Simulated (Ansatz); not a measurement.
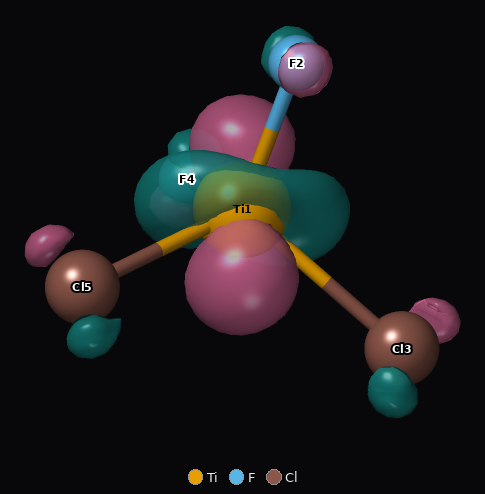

Figure. Cl$_{2}$F$_{2}$Ti. The LUMO at ±0.2 Å⁻³ᐟ² (teal and pink are the two phases), seen at a tilt.

Computed with RKS PBE-D4/def2-mTZVP (Ansatz 0.2.0).

```xyz
5

Ti    0.0114   -0.0186   -0.0148
F     0.0109   -0.0188    1.7453
Cl    2.0810   -0.0135   -0.7431
F    -0.8185    1.4184   -0.6018
Cl   -1.0280   -1.8082   -0.7434
```

### Where does this orbital lie, and at what energy?

By Hirshfeld shares it lies mainly on Ti1 (about 75 %), Cl3 (about 10 %) and Cl5 (about 10 %). Its energy is −4.69 eV.
